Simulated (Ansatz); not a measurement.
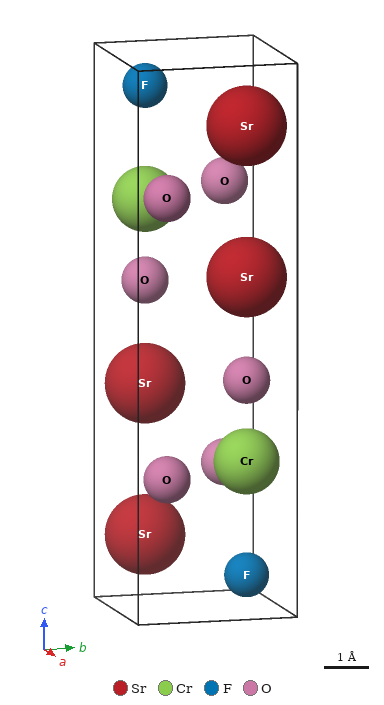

Shown here is a spheres-only view of the crystal, taken slightly off an axis. The edges of the simulation cell are marked.

```
CELL_PARAMETERS angstrom
3.83178 0.00000 0.00000
0.00000 3.83178 0.00000
0.00000 0.00000 13.05664
ATOMIC_POSITIONS crystal
Sr 0.25000 0.25000 0.12190
Sr 0.75000 0.75000 0.87810
Sr 0.25000 0.25000 0.39498
Sr 0.75000 0.75000 0.60502
Cr 0.75000 0.75000 0.27216
Cr 0.25000 0.25000 0.72784
F 0.75000 0.75000 0.06740
F 0.25000 0.25000 0.93260
O 0.25000 0.75000 0.24610
O 0.75000 0.25000 0.24610
O 0.75000 0.25000 0.75390
O 0.25000 0.75000 0.75390
O 0.75000 0.75000 0.41880
O 0.25000 0.25000 0.58120
```

Method used: DFT, PAW plane waves, PBE+U in Ansatz 0.2.0. It ran with a kinetic-energy cutoff of 420 eV, the zone sampled with 6×6×2 points, Fermi-Dirac smearing of 0.1 eV, U_eff = 6.22 eV on Cr d, collinear spins. The state is antiferromagnetic.

Q: List the Bader charges.

A: Sr +1.54 to +1.59 e; Cr +1.80 e; O -1.36 e; F -0.86 e.

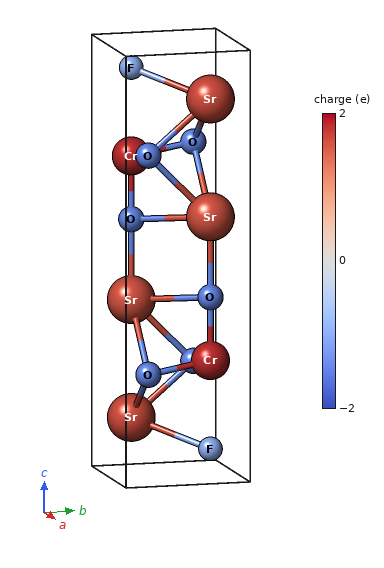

The atoms coloured by those charges.

The geometry is that of a generated cell, made by putting these elements into a known structure type (the compound may or may not exist in this form), without relaxation. It was run through Ansatz as a DFT input.

At this level of theory the cell isn't at rest (compressed, at 6 GPa), so its distances can differ from those at equilibrium, the more so the softer the solid, and its magnetic state may change on relaxation.
